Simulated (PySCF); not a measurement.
**C$_{5}$H$_{12}$Si (SMILES C=C(C)CC[SiH3]): density, localisation and related maps**

```xyz
18

C    -1.4121    0.6793    1.5843
C    -1.0890   -0.0051    0.4703
C    -2.0876   -0.2033   -0.6514
C     0.0635   -0.8481    0.5112
C     0.9894   -0.6415   -0.7384
Si    2.3688    0.7188   -0.5157
H    -2.2584    1.3260    1.5749
H    -0.7905    0.7182    2.4043
H    -1.8648    0.2180   -1.6266
H    -3.0904    0.2305   -0.4243
H    -2.3443   -1.2747   -0.8329
H     0.6042   -0.7385    1.4210
H    -0.3735   -1.8699    0.3733
H     1.4450   -1.6058   -0.8952
H     0.2432   -0.5361   -1.5818
H     2.7774    1.3741   -1.7273
H     3.4294    0.4266    0.3498
H     1.9849    2.0387    0.0909
```

Geometry: GFN2-xTB, MD frame at 250 fs, 400 K.

Level of theory: PBE0/pcSseg-1, SCF density, gas phase, non-relativistic (PySCF).

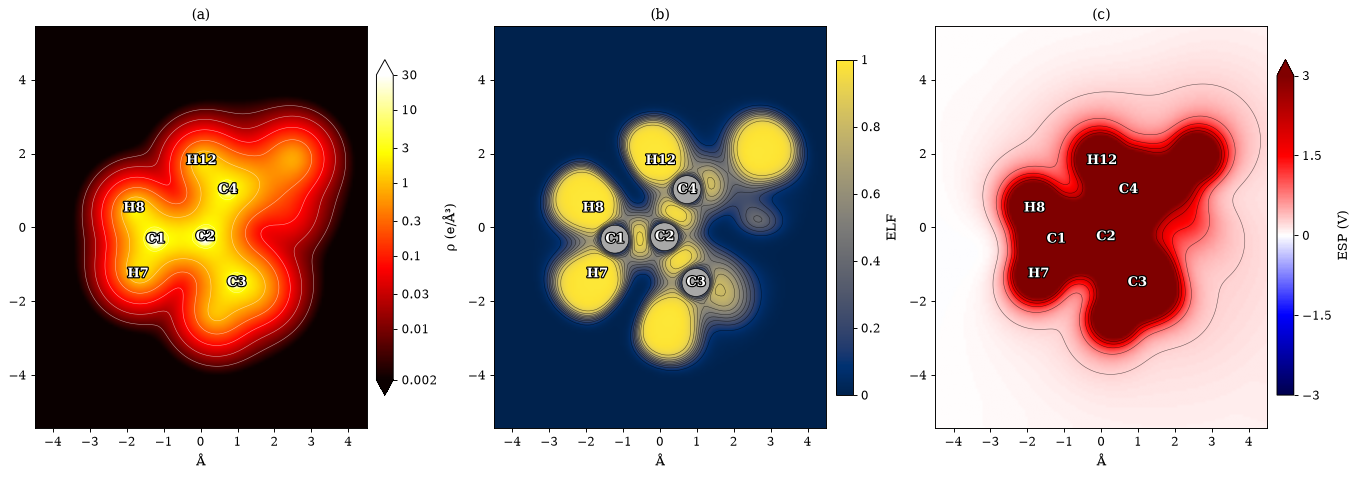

Figure 1. (a) total electron density; (b) ELF; (c) molecular electrostatic potential on the plane of atoms C2, C1 and H8. Grey discs cover the atomic cores in the ELF map.

### What do the fields say about this system?

The section cuts through C and H sites.
C–C (1.35 Å): ρ is about 2.2 e/Å³ halfway; the ELF peaks at about 0.95 between the atoms: a covalent bond.
C–H (1.03 Å): ρ is about 2.2 e/Å³ halfway; the ELF climbs to about 1 towards the hydrogen, as it does in any bond to H; a covalent bond by its length.
C–C (1.43 Å): ρ is about 2 e/Å³ halfway; the ELF peaks at about 0.95 between the atoms: a covalent bond.
C–C (1.51 Å): ρ is about 1.7 e/Å³ halfway; the ELF peaks at about 0.95 between the atoms: localised, covalent bonding.
The potential has no marked negative region in this plane.

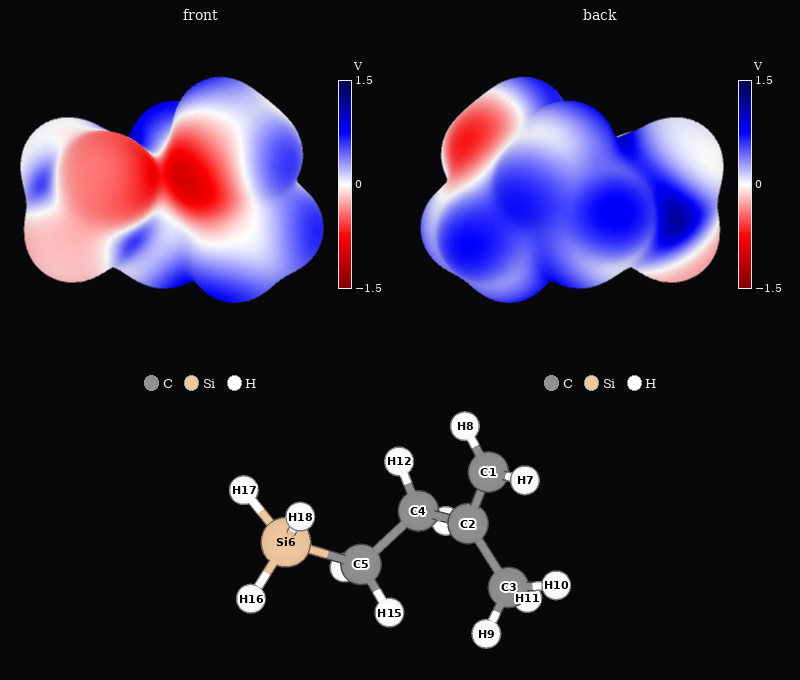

Figure 2. The molecular electrostatic potential painted on the density surface at 0.002 e/bohr³, seen from the front and from behind; the colour scale runs from red (negative) to blue (positive). The bare structure is drawn below in the same view.

### Describe the electrostatic potential map.

The most negative region (about −0.9 V) lies over C1 and C2, the most positive (about +1.0 V) over Si6.
